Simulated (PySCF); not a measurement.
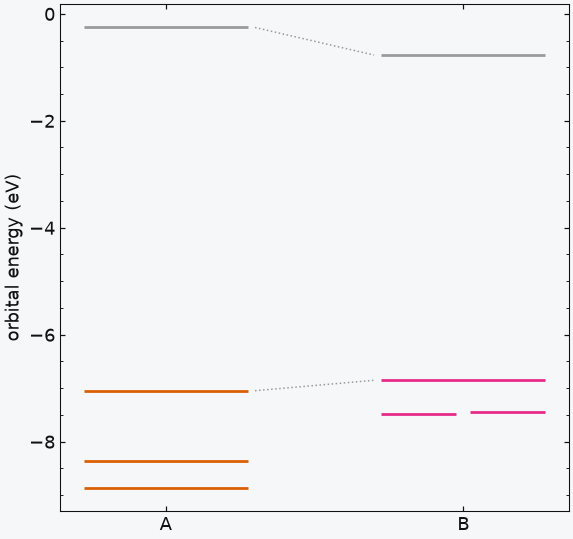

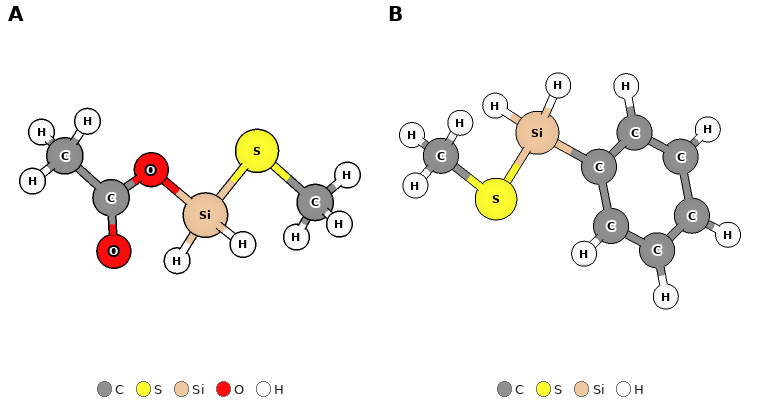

Related molecules: A is C₃H₈O₂SSi, SMILES CS[SiH2]OC(C)=O; B is C₇H₁₀SSi, SMILES CS[SiH2]c1ccccc1. Frontier orbital energies, PBE0/def2-SVPD, PySCF 2.14.0, at a PBE0-D3(BJ)/def2-SVP geometry (no frequency check); drawn are at most three filled levels and, in grey, the LUMO with any level within 0.03 eV of it; dotted lines join the HOMOs and the LUMOs.

Question: What does the change do to the frontier levels?

Answer: From A to B the HOMO rises by 0.20 eV and the LUMO falls by 0.52 eV, so the separation goes from 6.79 to 6.08 eV.

Question: Does the ΔSCF ionisation energy follow the HOMO?

Answer: A: −ε(HOMO) 7.05, ΔSCF 9.14 eV; B: −ε(HOMO) 6.85, ΔSCF 8.62 eV.

Caveats, for all or some of the runs: one conformer of a flexible molecule.
